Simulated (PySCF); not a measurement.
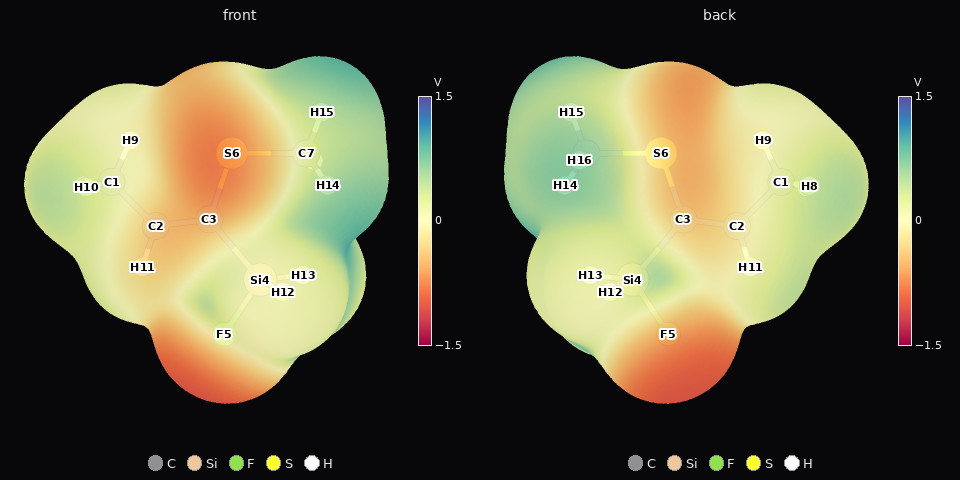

Figure. C4H9FSSi (SMILES C/C=C(/[SiH2]F)SC). The molecular electrostatic potential painted on the density surface at 0.001 e/bohr³, seen from the front and from behind; the colour scale runs from red (negative) to blue (positive).

Geometry: GFN2-xTB.

Method: PBE0/pcSseg-1, SCF density, gas phase, non-relativistic in PySCF 2.14.0.

```yaml
atoms:
  - { symbol: C, position_ang: [-1.5843, -2.0595, -0.5161] }
  - { symbol: C, position_ang: [-0.2280, -1.5452, -0.1840] }
  - { symbol: C, position_ang: [0.0863, -0.2725, 0.0787] }
  - { symbol: Si, position_ang: [1.8303, 0.2314, 0.5729] }
  - { symbol: F, position_ang: [2.6769, -1.1346, 0.6676] }
  - { symbol: S, position_ang: [-1.2064, 0.9520, 0.0827] }
  - { symbol: C, position_ang: [-0.3042, 2.4919, -0.2554] }
  - { symbol: H, position_ang: [-1.5223, -2.8283, -1.2843] }
  - { symbol: H, position_ang: [-2.2284, -1.2508, -0.8563] }
  - { symbol: H, position_ang: [-2.0414, -2.5062, 0.3677] }
  - { symbol: H, position_ang: [0.5616, -2.2836, -0.1381] }
  - { symbol: H, position_ang: [1.8839, 0.8066, 1.9098] }
  - { symbol: H, position_ang: [2.5217, 1.0145, -0.4433] }
  - { symbol: H, position_ang: [0.3629, 2.7324, 0.5668] }
  - { symbol: H, position_ang: [-1.0630, 3.2629, -0.3532] }
  - { symbol: H, position_ang: [0.2470, 2.3980, -1.1853] }
```

### Where is the surface potential most negative and most positive?

The most negative region (about −1.0 V) lies over F5, the most positive (about +1.0 V) over Si4, H14 and H15.
